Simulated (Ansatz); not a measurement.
# C₃H₅F₃Sn: how energies converge with the basis set

How large a basis does C₃H₅F₃Sn need? Two functionals are run in growing sets.

Computed with Ansatz 0.2.0, Gaussian basis. Level: one geometry, several basis sets.

Plan: PBE0-D4/def2-SVP; ωB97M-V/def2-SVP; PBE0-D4/def2-QZVPP; ωB97M-V/def2-QZVPP; the functionals' def2-TZVPP values are taken from earlier runs.

## (1) The geometry

The geometry comes from an earlier relaxation with PBE0-D4 in a triple-zeta def2 set; it is a stationary point, not always the lowest conformer. Sn takes the def2 core potential; no spin-orbit term is included.

12 atoms, charge 0, spin multiplicity 1.

Atoms are counted from 1 here; the program's logs count them from 0.

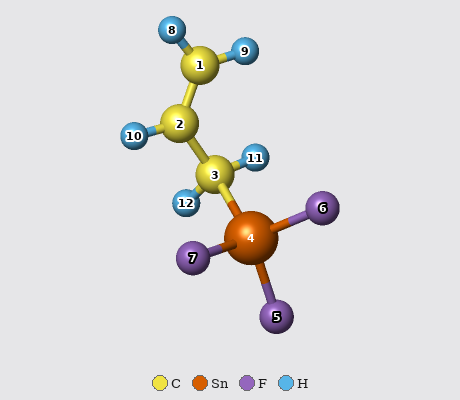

The geometry (carbon yellow, tin orange, fluorine purple, hydrogen blue); atoms are numbered from 1 in the order of the file.

## (2) PBE0-D4 in def2-SVP

in.yaml

```yaml
crystal:
  periodic: [false, false, false]
  atoms:
    - {symbol: C, position_ang: [0.539783, -0.591438, 1.996525]}
    - {symbol: C, position_ang: [0.925186, -0.196143, 0.790362]}
    - {symbol: C, position_ang: [0.331965, -0.690723, -0.478575]}
    - {symbol: Sn, position_ang: [-0.905066, 0.805003, -1.367222]}
    - {symbol: F, position_ang: [-1.315731, 0.525246, -3.202951]}
    - {symbol: F, position_ang: [-2.600328, 1.007240, -0.534838]}
    - {symbol: F, position_ang: [-0.136612, 2.542543, -1.315033]}
    - {symbol: H, position_ang: [1.008666, -0.199016, 2.890167]}
    - {symbol: H, position_ang: [-0.254450, -1.318551, 2.132571]}
    - {symbol: H, position_ang: [1.717348, 0.542034, 0.696231]}
    - {symbol: H, position_ang: [-0.313577, -1.558243, -0.334013]}
    - {symbol: H, position_ang: [1.079716, -0.923052, -1.239326]}
basis:
  gaussian: {orbitals: def2-SVP}
hamiltonian: {xc: pbe0, dispersion: d4}
output: {orbitals: {seedname: orbitals}}
```

The run is started by

```bash
$ ansatz run in.yaml --threads 4 --pin off --events-out ev --progress --plain --max-ram 11315MiB
```

Output:

```text
Functional definition: PBE0
  name "PBE0"
  cite "Adamo & Barone, J. Chem. Phys. 110, 6158 (1999) doi:10.1063/1.478522"
  cite "Perdew, Burke & Ernzerhof, Phys. Rev. Lett. 77, 3865 (1996) doi:10.1103/PhysRevLett.77.3865"
  parent pbe
  parameter a = 0.25
  parameter kappa = 0.804
  parameter beta = 0.06672455060314922
  exchange = (1 - a)*pbe_x(kappa = kappa, mu = beta*pi^2/3) + a*exact_x
  correlation = pbe_c(beta = beta)
1417 factors; integrals over basis functions are off by at most 1.3e-3 eV
mean field evaluation 1: about -17145.4197 eV, gradient 7.0e1 eV
mean field evaluation 2: about -17136.7101 eV, gradient 1.0e2 eV
mean field evaluation 4: about -17155.4499 eV, gradient 3.8e0 eV
mean field evaluation 8: about -17155.7237 eV, gradient 4.0e-1 eV
mean field evaluation 16: about -17155.7241 eV, gradient 1.9e-4 eV
mean field -17155.72405678 eV, -630.4612305192 hartree, gradient 4.3e-5 eV, S^2 0.000000; 0 other end points of the search recorded, 0 dependent functions left out
reference -17155.72409178 eV, -630.4612318054 hartree; 36, 36 occupied and 99, 99 virtual orbitals, 1417 factors
Total energy: -17155.95845527 eV, -630.4698445048 hartree
```

Wall time 1.9 s (4 threads of Arm Neoverse V2, shared host).

## (3) ωB97M-V in def2-SVP

in.yaml: that of step 2 with these lines changed.

```diff
@@ -17,3 +17,3 @@
   gaussian: {orbitals: def2-SVP}
-hamiltonian: {xc: pbe0, dispersion: d4}
+hamiltonian: {xc: {name: wB97M-V}}
 output: {orbitals: {seedname: orbitals}}
```

Launched as before.

Output, shortened:

```text
Functional definition: wB97M-V
  name "wB97M-V"
  cite "Mardirossian & Head-Gordon, J. Chem. Phys. 144, 214110 (2016) doi:10.1063/1.4952647"
  cite "Becke, J. Chem. Phys. 107, 8554 (1997) doi:10.1063/1.475007"
  cite "Vydrov & Van Voorhis, J. Chem. Phys. 133, 244103 (2010) doi:10.1063/1.3521275"
  # Of w^i u^j: cxij and so on, Table III.
[...]
  gx(w, u) = 1 - cx + cx01*u + cx10*w
  gss(w, u) = css00 + css04*u^4 + css10*w + css20*w^2 + css43*w^4*u^3
  gos(w, u) = cos00 + cos10*w + (cos20 + cos21*u)*w^2 + (cos60 + cos61*u)*w^6
[...]
      + integral(e_c_pw_mod_opposite_spin*gos(b97_w_opposite, b97_u_opposite)) + vv10(b, c)
1417 factors; integrals over basis functions are off by at most 1.3e-3 eV
339 factors; integrals over basis functions are off by at most 9.0e-6 eV
[...]
mean field -17162.16681227 eV, -630.6979974163 hartree, gradient 4.0e-5 eV, S^2 0.000000; 0 other end points of the search recorded, 0 dependent functions left out
reference -17162.16686637 eV, -630.6979994047 hartree; 36, 36 occupied and 99, 99 virtual orbitals, 1417 factors
Total energy: -17162.16686637 eV, -630.6979994047 hartree
```

It took 7.5 s on 4 threads of Arm Neoverse V2, shared host.

## (4) PBE0-D4 in def2-QZVPP

in.yaml: that of step 3 with these lines changed.

```diff
@@ -16,4 +16,4 @@
 basis:
-  gaussian: {orbitals: def2-SVP}
-hamiltonian: {xc: {name: wB97M-V}}
+  gaussian: {orbitals: "def2-QZVPP.json"}
+hamiltonian: {xc: pbe0, dispersion: d4}
 output: {orbitals: {seedname: orbitals}}
```

The command is unchanged.

Output:

```text
Functional definition: PBE0
  name "PBE0"
  cite "Adamo & Barone, J. Chem. Phys. 110, 6158 (1999) doi:10.1063/1.478522"
  cite "Perdew, Burke & Ernzerhof, Phys. Rev. Lett. 77, 3865 (1996) doi:10.1103/PhysRevLett.77.3865"
  parent pbe
  parameter a = 0.25
  parameter kappa = 0.804
  parameter beta = 0.06672455060314922
  exchange = (1 - a)*pbe_x(kappa = kappa, mu = beta*pi^2/3) + a*exact_x
  correlation = pbe_c(beta = beta)
1849 factors; their error is unknown
mean field evaluation 1: about -17157.3302 eV, gradient 8.5e1 eV
mean field evaluation 2: about -17143.3966 eV, gradient 1.3e2 eV
mean field evaluation 4: about -17170.8055 eV, gradient 6.4e0 eV
mean field evaluation 8: about -17170.8841 eV, gradient 4.9e-1 eV
mean field evaluation 16: about -17170.9544 eV, gradient 4.2e-5 eV
mean field -17170.95440108 eV, -631.0209353489 hartree, gradient 1.7e-5 eV, S^2 0.000000; 0 other end points of the search recorded, 0 dependent functions left out
reference -17170.95444709 eV, -631.0209370398 hartree; 36, 36 occupied and 538, 538 virtual orbitals, 1849 factors
Total energy: -17171.18881058 eV, -631.0295497392 hartree
```

It took 14 s on 4 threads of Arm Neoverse V2, shared host; peak memory 2.6 GiB.

## (5) ωB97M-V in def2-QZVPP

in.yaml: that of step 4 with these lines changed.

```diff
@@ -17,3 +17,3 @@
   gaussian: {orbitals: "def2-QZVPP.json"}
-hamiltonian: {xc: pbe0, dispersion: d4}
+hamiltonian: {xc: {name: wB97M-V}}
 output: {orbitals: {seedname: orbitals}}
```

Same command.

Output, shortened:

```text
Functional definition: wB97M-V
  name "wB97M-V"
  cite "Mardirossian & Head-Gordon, J. Chem. Phys. 144, 214110 (2016) doi:10.1063/1.4952647"
  cite "Becke, J. Chem. Phys. 107, 8554 (1997) doi:10.1063/1.475007"
  cite "Vydrov & Van Voorhis, J. Chem. Phys. 133, 244103 (2010) doi:10.1063/1.3521275"
  # Of w^i u^j: cxij and so on, Table III.
[...]
  gx(w, u) = 1 - cx + cx01*u + cx10*w
  gss(w, u) = css00 + css04*u^4 + css10*w + css20*w^2 + css43*w^4*u^3
  gos(w, u) = cos00 + cos10*w + (cos20 + cos21*u)*w^2 + (cos60 + cos61*u)*w^6
[...]
      + integral(e_c_pw_mod_opposite_spin*gos(b97_w_opposite, b97_u_opposite)) + vv10(b, c)
1832 factors; their error is unknown
411 factors; integrals over basis functions are off by at most 8.9e-6 eV
[...]
mean field -17177.77600106 eV, -631.2716245240 hartree, gradient 1.7e-5 eV, S^2 0.000000; 0 other end points of the search recorded, 0 dependent functions left out
reference -17177.77607767 eV, -631.2716273397 hartree; 36, 36 occupied and 538, 538 virtual orbitals, 1832 factors
Total energy: -17177.77607767 eV, -631.2716273397 hartree
```

Wall time 31 s (4 threads of Arm Neoverse V2, shared host); peak memory 3.1 GiB.

## (6) Functionals by basis

The def2-TZVPP values come from earlier runs at the same geometry.

| functional | basis | functions | energy (eV) | from the largest (eV) | HOMO (eV) | LUMO (eV) |
| --- | --- | --- | --- | --- | --- | --- |
| PBE0-D4 | def2-SVP | 135 | -17155.9585 | 15.230 | -8.04 | -1.82 |
| PBE0-D4 | def2-TZVPP | 306 | -17170.4457 | 0.743 | -8.09 | -2.03 |
| PBE0-D4 | def2-QZVPP | 574 | -17171.1888 | 0.000 | -8.10 | -2.08 |
| ωB97M-V | def2-SVP | 135 | -17162.1669 | 15.609 | -10.17 | 0.29 |
| ωB97M-V | def2-TZVPP | 306 | -17177.0701 | 0.706 | -10.24 | 0.00 |
| ωB97M-V | def2-QZVPP | 574 | -17177.7761 | 0.000 | -10.25 | -0.15 |

## (7) Outcome

| quantity | value |
| --- | --- |
| PBE0-D4: double and triple zeta above quadruple | 15.23, 0.74 eV |
| ωB97M-V: double and triple zeta above quadruple | 15.61, 0.71 eV |

What this shows: PBE0-D4 gains 14.49 eV from double to triple zeta, then 0.74 eV more. Total energies overstate the basis error of differences, where much of it tends to cancel.

For PBE0-D4 the largest set took about 8 times as long as the smallest (14 s against 1.9 s).
